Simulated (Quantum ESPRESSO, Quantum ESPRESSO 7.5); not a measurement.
## Sc(0001), 4 layers: k-mesh convergence

Aim: how far one choice must go before the vacuum level and the energy of Sc(0001), 4 layers stand still, and what it costs.

Method: plane-wave DFT, PBE, GBRV ultrasoft pseudopotentials, in Quantum ESPRESSO 7.5.

## 1. Starting point

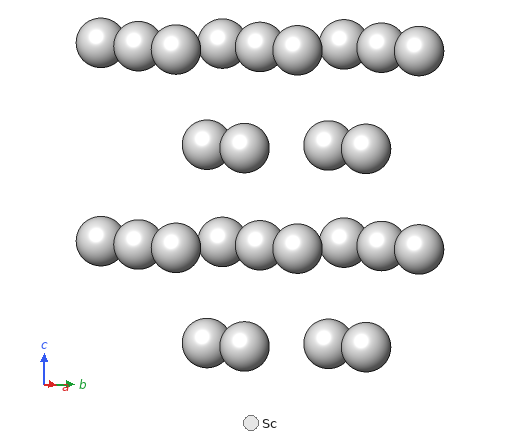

The starting structure, seen from the side, with the c axis up (scandium white). 2×2×1 cells are drawn. Some periodic images of atoms are drawn too.

The cell holds 4 atoms: 4 Sc. Its edges and angles: a = 3.310 Å, b = 3.310 Å, c = 23.914 Å, α = 90.0°, β = 90.0°, γ = 60.0°. It derives from Sc. Vacuum lies along c.

As a file:

```cif
data_structure
_symmetry_space_group_name_H-M 'P 1'
_symmetry_Int_Tables_number 1
_cell_length_a 3.3100
_cell_length_b 3.3100
_cell_length_c 23.9142
_cell_angle_alpha 90.000
_cell_angle_beta 90.000
_cell_angle_gamma 60.000
_cell_volume 226.90
loop_
_atom_site_label
_atom_site_type_symbol
_atom_site_fract_x
_atom_site_fract_y
_atom_site_fract_z
_atom_site_occupancy
Sc1 Sc 0.66667 0.66667 0.83453 1
Sc2 Sc 0.00000 0.00000 0.94484 1
Sc3 Sc 0.66667 0.66667 0.05516 1
Sc4 Sc 0.00000 0.00000 0.16547 1
```

## 2. SCF with pw.x: 22×22×1 points

The first run is the reference of the series.

The input, c0.in:

```
&control
  prefix = 'c0'
  outdir = './out'
  pseudo_dir = './pseudo'
  calculation = 'scf'
  tprnfor = .true.
/
&system
  ibrav = 0
  nat = 4
  ntyp = 1
  ecutwfc = 40
  ecutrho = 200
  occupations = 'smearing'
  smearing = 'mv'
  degauss = 0.02
  assume_isolated = 'esm'
  esm_bc = 'bc1'
/
&electrons
  conv_thr = 1e-07
  mixing_beta = 0.4
  electron_maxstep = 120
  mixing_mode = 'local-TF'
/
ATOMIC_SPECIES
  Sc  44.9559  sc_pbe_v1.uspp.F.UPF
CELL_PARAMETERS angstrom
  3.31000000000000 0.00000000000000 0.00000000000000
  1.65500000000000 2.86654408652649 0.00000000000000
  0.00000000000000 0.00000000000000 23.91421000000000
ATOMIC_POSITIONS crystal
  Sc  0.666666666700 0.666666666700 -0.165470864394
  Sc  0.000000000000 0.000000000000 -0.055156954798
  Sc  0.666666666700 0.666666666700 0.055156954798
  Sc  0.000000000000 0.000000000000 0.165470864394
K_POINTS automatic
  22 22 1 0 0 0
```

Command:

```console
OMP_NUM_THREADS=1 mpirun -n 4 pw.x -nk 4 -in c0.in > c0.out
```

Log:

```text
Program PWSCF v.7.5 starts
[citation notice left out]

     Parallel version (MPI & OpenMP), running on       4 processor cores
     Number of MPI processes:                 4
     Threads/MPI process:                     1

     MPI processes distributed on     1 nodes
[...]
Current dimensions of program PWSCF are:
     Max number of different atomic species (ntypx) = 10
     Max number of k-points (npk) =  40000
     Max angular momentum in pseudopotentials (lmaxx) =  4
     Message from routine setup:
     using ibrav=0 with symmetry is DISCOURAGED, use correct ibrav instead

     K-points division:     npool     =       4
     Subspace diagonalization in iterative solution of the eigenvalue problem:
     a serial algorithm will be used

     G-vector sticks info
     --------------------
     sticks:   dense  smooth     PW     G-vecs:    dense   smooth      PW
     Sum         547     433    139                73121    52477    9083

     Using Slab Decomposition

     bravais-lattice index     =            0
     lattice parameter (alat)  =       6.2550  a.u.
     unit-cell volume          =    1531.2259 (a.u.)^3
     number of atoms/cell      =            4
     number of atomic types    =            1
     number of electrons       =        44.00
     number of Kohn-Sham states=           26
     kinetic-energy cutoff     =      40.0000  Ry
     charge density cutoff     =     200.0000  Ry
     scf convergence threshold =      1.0E-07
     mixing beta               =       0.4000
     number of iterations used =            8  local-TF  mixing
     Exchange-correlation= SLA  PW   PBE  PBE
                           (   1   4   3   4   0   0   0)

     Effective Screening Medium Method
     =================================
     Boundary Conditions: Vacuum-Slab-Vacuum
     total charge in unit cell        =   0.0000
     grid points for fit at edges     =        4

     celldm(1)=   6.254993  celldm(2)=   0.000000  celldm(3)=   0.000000
     celldm(4)=   0.000000  celldm(5)=   0.000000  celldm(6)=   0.000000

     crystal axes: (cart. coord. in units of alat)
               a(1) = (   1.000000   0.000000   0.000000 )
               a(2) = (   0.500000   0.866025   0.000000 )
               a(3) = (   0.000000   0.000000   7.224837 )

     reciprocal axes: (cart. coord. in units 2 pi/alat)
               b(1) = (  1.000000 -0.577350  0.000000 )
               b(2) = (  0.000000  1.154701  0.000000 )
               b(3) = (  0.000000  0.000000  0.138411 )

     PseudoPot. # 1 for Sc read from file:
     ./pseudo/sc_pbe_v1.uspp.F.UPF
     Pseudo is Ultrasoft + core correction, Zval = 11.0
     Generated by new atomic code, or converted to UPF format
     Using radial grid of  849 points,  6 beta functions with:
                l(1) =   0
                l(2) =   0
                l(3) =   1
                l(4) =   1
                l(5) =   2
                l(6) =   2
     Q(r) pseudized with  6 coefficients,  rinner =    1.200   1.200   1.200
                                                       1.200   1.200

     atomic species   valence    mass     pseudopotential
     Sc               11.00    44.95590     Sc( 1.00)

     12 Sym. Ops., with inversion, found ( 6 have fractional translation)

   Cartesian axes

     site n.     atom                  positions (alat units)
         1        Sc     tau(   1) = (   1.0000000   0.5773503  -1.1955000  )
         2        Sc     tau(   2) = (   0.0000000   0.0000000  -0.3985000  )
         3        Sc     tau(   3) = (   1.0000000   0.5773503   0.3985000  )
         4        Sc     tau(   4) = (   0.0000000   0.0000000   1.1955000  )

     number of k points=    52  Marzari-Vanderbilt smearing, width (Ry)=  0.0200
                       cart. coord. in units 2pi/alat
        k(    1) = (   0.0000000   0.0000000   0.0000000), wk =   0.0041322
        k(    2) = (   0.0000000   0.0524864   0.0000000), wk =   0.0247934
        k(    3) = (   0.0000000   0.1049728   0.0000000), wk =   0.0247934
        k(    4) = (   0.0000000   0.1574592   0.0000000), wk =   0.0247934
        k(    5) = (   0.0000000   0.2099456   0.0000000), wk =   0.0247934
        k(    6) = (   0.0000000   0.2624319   0.0000000), wk =   0.0247934
        k(    7) = (   0.0000000   0.3149183   0.0000000), wk =   0.0247934
        k(    8) = (   0.0000000   0.3674047   0.0000000), wk =   0.0247934
        k(    9) = (   0.0000000   0.4198911   0.0000000), wk =   0.0247934
        k(   10) = (   0.0000000   0.4723775   0.0000000), wk =   0.0247934
[...]
k(   52) = (   0.3181818  -0.6035935   0.0000000), wk =   0.0247934

     Dense  grid:    73121 G-vectors     FFT dimensions: (  30,  30, 216)

     Smooth grid:    52477 G-vectors     FFT dimensions: (  27,  27, 192)

     Estimated max dynamical RAM per process >     143.50 MB

     Estimated total dynamical RAM >     520.43 MB

     Check: negative core charge=   -0.000003

     Initial potential from superposition of free atoms

     starting charge      43.9904, renormalised to      44.0000

     negative rho (up, down):  8.650E-04 0.000E+00
     Starting wfcs are   52 randomized atomic wfcs

     total cpu time spent up to now is        2.6 secs

     per-process dynamical memory:    81.6 Mb

     Self-consistent Calculation

     iteration #  1     ecut=    40.00 Ry     beta= 0.40
     Davidson diagonalization with overlap
     ethr =  1.00E-02,  avg # of iterations =  1.0

     negative rho (up, down):  2.272E-05 0.000E+00

     total cpu time spent up to now is        4.0 secs

     total energy              =    -377.17055624 Ry
     estimated scf accuracy    <       2.32551632 Ry

     iteration #  2     ecut=    40.00 Ry     beta= 0.40
[...]
negative rho (up, down):  4.748E-08 0.000E+00

[...]
total energy              =    -377.07503928 Ry
     estimated scf accuracy    <       1.10971988 Ry

     iteration #  3     ecut=    40.00 Ry     beta= 0.40
[...]
total energy              =    -377.09219445 Ry
     estimated scf accuracy    <       0.16742910 Ry

     iteration #  4     ecut=    40.00 Ry     beta= 0.40
[...]
c_bands:  1 eigenvalues not converged
     c_bands:  1 eigenvalues not converged
     c_bands:  2 eigenvalues not converged
[...]
total energy              =    -377.15505061 Ry
     estimated scf accuracy    <       0.20125740 Ry

[...]
total energy              =    -377.19099651 Ry
     estimated scf accuracy    <       0.08873633 Ry

     iteration #  8     ecut=    40.00 Ry     beta= 0.40
[...]
negative rho (up, down):  5.360E-07 0.000E+00

[...]
total energy              =    -377.19415958 Ry
     estimated scf accuracy    <       0.09882236 Ry

     iteration #  9     ecut=    40.00 Ry     beta= 0.40
[...]
negative rho (up, down):  1.695E-03 0.000E+00

[...]
total energy              =    -377.19172480 Ry
     estimated scf accuracy    <       0.15064219 Ry

     iteration # 10     ecut=    40.00 Ry     beta= 0.40
[...]
negative rho (up, down):  2.530E-03 0.000E+00

[...]
total energy              =    -377.18862945 Ry
     estimated scf accuracy    <       0.11459744 Ry

     iteration # 11     ecut=    40.00 Ry     beta= 0.40
[...]
negative rho (up, down):  2.196E-03 0.000E+00

[...]
total energy              =    -377.18856882 Ry
     estimated scf accuracy    <       0.02441507 Ry

     iteration # 12     ecut=    40.00 Ry     beta= 0.40
[...]
negative rho (up, down):  2.280E-04 0.000E+00

[...]
total energy              =    -377.18494335 Ry
     estimated scf accuracy    <       0.01348540 Ry

     iteration # 13     ecut=    40.00 Ry     beta= 0.40
[...]
c_bands:  1 eigenvalues not converged
[...]
negative rho (up, down):  3.133E-03 0.000E+00

[...]
total energy              =    -377.18419192 Ry
     estimated scf accuracy    <       0.02198246 Ry

     iteration # 14     ecut=    40.00 Ry     beta= 0.40
[...]
negative rho (up, down):  1.503E-03 0.000E+00

[...]
total energy              =    -377.18448322 Ry
     estimated scf accuracy    <       0.00736649 Ry

[...]
iteration # 22     ecut=    40.00 Ry     beta= 0.40
[...]
c_bands:  1 eigenvalues not converged
[...]
negative rho (up, down):  7.775E-04 0.000E+00

[...]
total energy              =    -377.18338748 Ry
     estimated scf accuracy    <       0.00002760 Ry

     iteration # 23     ecut=    40.00 Ry     beta= 0.40
[...]
c_bands:  1 eigenvalues not converged
     c_bands:  2 eigenvalues not converged
     c_bands:  2 eigenvalues not converged
[...]
negative rho (up, down):  7.068E-04 0.000E+00

[...]
total energy              =    -377.18342246 Ry
     estimated scf accuracy    <       0.00000619 Ry

     iteration # 24     ecut=    40.00 Ry     beta= 0.40
[...]
negative rho (up, down):  7.152E-04 0.000E+00

[...]
total energy              =    -377.18343543 Ry
     estimated scf accuracy    <       0.00002993 Ry

     iteration # 25     ecut=    40.00 Ry     beta= 0.40
[...]
negative rho (up, down):  7.158E-04 0.000E+00

[...]
total energy              =    -377.18342061 Ry
     estimated scf accuracy    <       0.00000112 Ry

     iteration # 26     ecut=    40.00 Ry     beta= 0.40
[...]
c_bands:  1 eigenvalues not converged
[...]
negative rho (up, down):  7.140E-04 0.000E+00

[...]
total energy              =    -377.18342939 Ry
     estimated scf accuracy    <       0.00000119 Ry

     iteration # 27     ecut=    40.00 Ry     beta= 0.40
[...]
negative rho (up, down):  7.414E-04 0.000E+00

[...]
total energy              =    -377.18342826 Ry
     estimated scf accuracy    <       0.00000010 Ry

     iteration # 28     ecut=    40.00 Ry     beta= 0.40
[...]
c_bands:  1 eigenvalues not converged
     c_bands:  1 eigenvalues not converged
     c_bands:  1 eigenvalues not converged
     c_bands:  1 eigenvalues not converged
[...]
negative rho (up, down):  7.334E-04 0.000E+00

[...]
total energy              =    -377.18342845 Ry
     estimated scf accuracy    <       0.00000015 Ry

     iteration # 29     ecut=    40.00 Ry     beta= 0.40
[...]
negative rho (up, down):  7.301E-04 0.000E+00

[...]
End of self-consistent calculation

          k = 0.0000 0.0000 0.0000 (  6559 PWs)   bands (ev):

   -53.4601 -53.4600 -53.0167 -52.9863 -32.1688 -32.1627 -31.9099 -31.9099
   -31.9099 -31.9099 -31.7231 -31.5326 -31.4892 -31.4892 -31.4610 -31.4610
    -8.4168  -7.7379  -6.7286  -5.6753  -3.5263  -3.5026  -3.1102  -2.6683
    -2.1046  -2.0330

          k = 0.0000 0.0525 0.0000 (  6565 PWs)   bands (ev):

   -53.4594 -53.4594 -53.0159 -52.9858 -32.1677 -32.1618 -31.9156 -31.9154
   -31.9112 -31.9112 -31.7218 -31.5341 -31.4930 -31.4907 -31.4660 -31.4620
    -8.3721  -7.6945  -6.6868  -5.6353  -3.5206  -3.4973  -3.1319  -2.6738
    -2.2615  -2.2567

          k = 0.0000 0.1050 0.0000 (  6565 PWs)   bands (ev):

   -53.4575 -53.4574 -53.0135 -52.9843 -32.1646 -32.1593 -31.9320 -31.9314
   -31.9149 -31.9148 -31.7184 -31.5401 -31.5029 -31.4950 -31.4806 -31.4649
    -8.2396  -7.5657  -6.5633  -5.5180  -3.5096  -3.4921  -3.1835  -2.6844
    -2.3968  -2.3787

          k = 0.0000 0.1575 0.0000 (  6561 PWs)   bands (ev):

   -53.4544 -53.4544 -53.0099 -52.9819 -32.1596 -32.1553 -31.9574 -31.9565
   -31.9207 -31.9206 -31.7134 -31.5550 -31.5137 -31.5026 -31.5017 -31.4695
    -8.0232  -7.3564  -6.3644  -5.3320  -3.5214  -3.5059  -3.2295  -2.6865
    -2.5733  -2.5397

          k = 0.0000 0.2099 0.0000 (  6537 PWs)   bands (ev):

   -53.4505 -53.4504 -53.0051 -52.9790 -32.1533 -32.1503 -31.9897 -31.9884
   -31.9281 -31.9280 -31.7079 -31.5805 -31.5319 -31.5191 -31.5103 -31.4755
    -7.7299  -7.0751  -6.1015  -5.0931  -3.6005  -3.5279  -3.2547  -2.7927
    -2.7315  -2.6467

          k = 0.0000 0.2624 0.0000 (  6537 PWs)   bands (ev):

   -53.4459 -53.4459 -52.9995 -52.9757 -32.1463 -32.1446 -32.0259 -32.0245
   -31.9366 -31.9365 -31.7035 -31.6128 -31.5607 -31.5248 -31.5199 -31.4825
    -7.3699  -6.7350  -5.7933  -4.8286  -3.7061  -3.5747  -3.2927  -2.9952
    -2.9249  -2.6232

[...]
the Fermi energy is    -3.5802 ev

!    total energy              =    -377.18342844 Ry
     estimated scf accuracy    <       0.00000004 Ry
     smearing contrib. (-TS)   =      -0.00518131 Ry
     internal energy E=F+TS    =    -377.17824714 Ry

     The total energy is F=E-TS. E is the sum of the following terms:
     one-electron contribution =    4507.73134039 Ry
     hartree contribution      =   -2267.55962860 Ry
     xc contribution           =     -53.11579975 Ry
     ewald contribution        =   -2564.23415918 Ry

     convergence has been achieved in  29 iterations

     negative rho (up, down):  7.301E-04 0.000E+00

     Forces acting on atoms (cartesian axes, Ry/au):

     atom    1 type  1   force =     0.00000000    0.00000000    0.00976556
     atom    2 type  1   force =     0.00000000   -0.00000000   -0.00767428
     atom    3 type  1   force =     0.00000000    0.00000000    0.00767428
     atom    4 type  1   force =     0.00000000   -0.00000000   -0.00976556

     Total force =     0.017565     Total SCF correction =     0.000994

[...]
=------------------------------------------------------------------------------=
   JOB DONE.
=------------------------------------------------------------------------------=
[...]
```

The job ended after 65 s (4 MPI ranks of AMD EPYC 9R45, shared host; peak memory 0.56 GiB).

Numbers from this step:

- free energy: -5131.8420 eV
- Fermi energy: -3.580 eV
- vacuum line at the lower end of the cell, over the Fermi level: 3.580 eV
- vacuum line at the upper end of the cell, over the Fermi level: 3.580 eV

The potential energy, planar mean oscillates, so the rows of the table below give means over windows of 1 Å about each position, cut where the curve ends. Its maxima inside the range that stand out by 2 % of the span (Å: eV): -2.7: 0.945, 0.0: 0.793, 2.7: 0.945. Its minima: -4.0: -12.8, -1.3: -12.4, 1.3: -12.4, 4.0: -12.8.

Electrostatic potential energy of an electron; zero at the Fermi level. Potential energy, planar mean against z; means over each step:

```
z (Å)  potential energy, planar mean (eV)
  -11                                3.58
  -10                                3.58
   -9                                3.58
   -8                                3.57
   -7                                3.48
   -6                                2.80
   -5                               -1.49
   -4                               -10.8
   -3                               -1.72
   -2                               -4.58
   -1                               -8.85
    0                              -0.226
    1                               -8.85
    2                               -4.58
    3                               -1.72
    4                               -10.8
    5                               -1.49
    6                                2.80
    7                                3.48
    8                                3.57
    9                                3.58
   10                                3.58
   11                                3.58
```

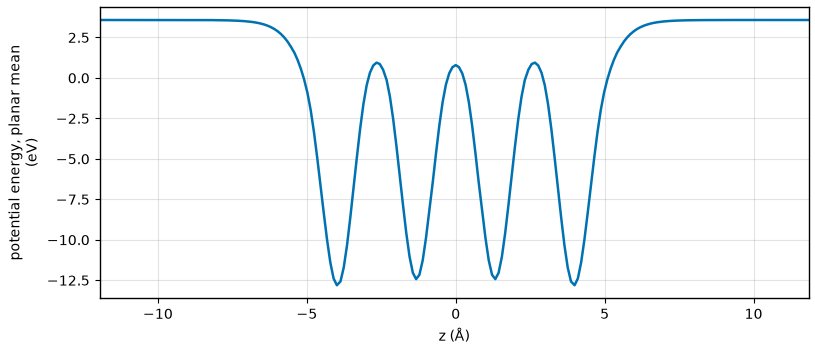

Potential energy, planar mean against z.

The program's own clock; routines nest. Time by routine:

```
     routine  wall time (s)  calls
       PWSCF          63.98      1
   electrons          61.08      1
     c_bands           48.7     29
     cegterg          35.76    377
       h_psi          27.91   2652
        fftw          25.43  64782
    vloc_psi          23.51   2652
    sum_band           6.65     29
     mix_rho           3.38     29
      calbec            2.9   3081
    init_run           2.59      1
        ffts           2.37   3293
h_psi:calbec            2.2   2652
  add_vuspsi           2.07   2652
```

The vacuum levels are read from the outermost 0.7 Å of the cell on either side.

The run needed 29 iterations to bring the estimated error under 1e-07 Ry; the largest force on any atom, held or free, is 0.25 eV/Å.

Inside the slab this potential holds the local part of the pseudopotentials, which can be repulsive at the nuclei; only its value in the vacuum has a meaning of its own.

[end of part 1 of 3]

[Logs are printed without paths, hosts, clocks, repeated set-up lines and the standing remarks that a program may print on its own settings, such as how far it seeks lower states.]

[Hosts, paths, dates, database ids (printed as entryN), source tags and the programs' standing remarks are cut or masked in the printed files.]

[Maps of the electrostatic potential energy from Ansatz leave out the sawtooth potential of an applied field or a dipole correction, so their vacuum need not be flat; planar profiles and work functions include it.]
